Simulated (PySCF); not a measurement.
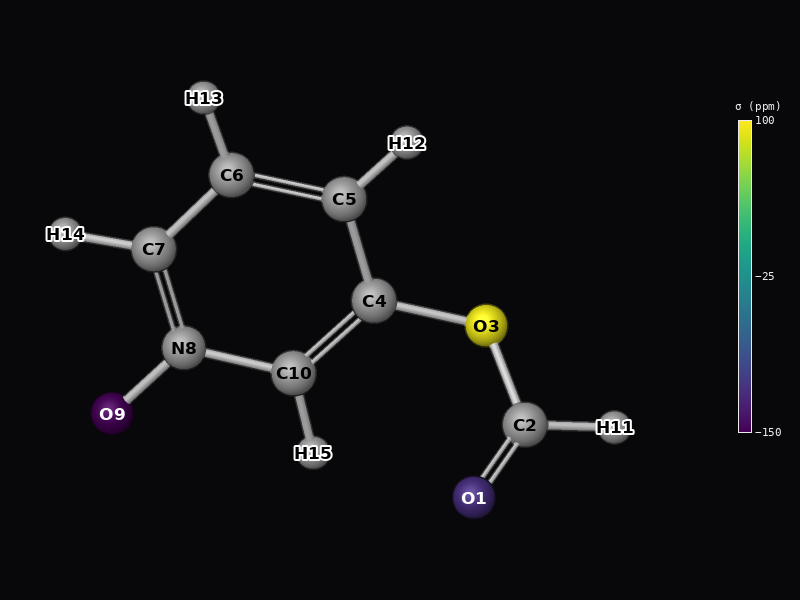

Atoms are coloured by their isotropic NMR shieldings (O only, the others grey). Geometry: an image of a reaction path computed with GFN2-xTB, not a minimum. Properties computed with GIAO PBE0/pcSseg-1 NMR shielding, non-relativistic, gas phase (PySCF 2.14.0).

Give the isotropic NMR shieldings of the O atoms atom by atom.

```
atom  σ (ppm)
  O1   −116.3
  O3     92.6
  O9   −148.9
```
